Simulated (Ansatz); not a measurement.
Starting cell, TiN (rock salt):

```
CELL_PARAMETERS angstrom
      0.00000     4.24692     4.24692
      2.12346     2.12346     4.24692
      2.12346     2.12346     0.00000
ATOMIC_POSITIONS crystal
  N  0.00000 0.00000 0.00000
  N  0.50000 0.00000 0.00000
  Ti 0.00000 0.50000 0.50000
  Ti 0.50000 0.50000 0.50000
```

The atoms are displaced by Q × the pattern below (from a DFPT mode at X = (0.5, 0.5, 0.0), largest move 1; Q in Å), at fixed cell. It is one choice among 2 degenerate patterns. (q is in reciprocal vectors of the primitive cell; the cell shown is doubled to hold the pattern.)

```json
[
 {"atom": "N1", "x": "0.000", "y": "1.000", "z": "0.000"},
 {"atom": "N2", "x": "0.000", "y": "-1.000", "z": "0.000"},
 {"atom": "Ti3", "x": "0.000", "y": "0.148", "z": "0.000"},
 {"atom": "Ti4", "x": "0.000", "y": "-0.148", "z": "0.000"}
]
```

Level of theory: PBE (plane waves to 420 eV, PAW, scalar-relativistic; Ansatz, a program for electronic structure). k mesh 19×19×19 (Γ-centred), Fermi-Dirac smearing 0.05 eV. The energy includes the smearing's −TS. With partly filled bands, energies and forces of such displacements shift with the k mesh and the smearing. TiN is run without spin polarisation. TiN was relaxed with its symmetry unable to fall. ΔE is measured from the undisplaced structure.

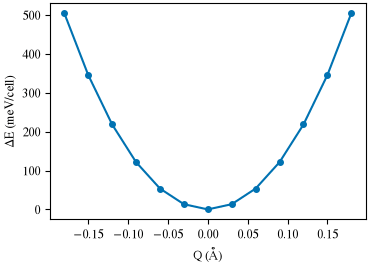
*ΔE (meV/cell) against Q (Å); computed points joined by lines.*

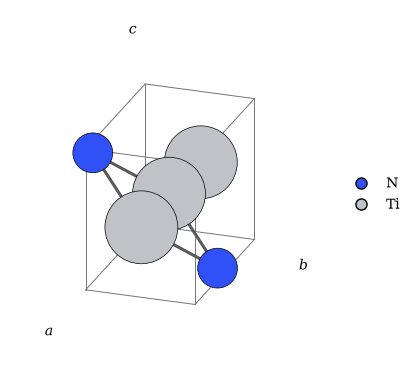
Figure. The cell of the calculation at Q = -0.180 Å.

Shape of the curve: a single well with its minimum at or next to zero displacement. Space group of the distorted cell: Cmcm (No. 63), lowered from Fm-3m. Wavenumber by perturbation theory (DFPT, on another k mesh): 518 cm⁻¹. Symmetry of the curve: even: the same for both signs. Harmonic wavenumber from the curvature (finite differences): 517 cm⁻¹.

E″ = 29.61 eV/Å², M = Σ mᵢ|uᵢ|² = 30.1 u, ν̃ = 521.5·√(|E″|/M).

(For displaced atoms, the force is minus the slope of the energy, and its curvature is a force constant, which sets phonon frequencies.)
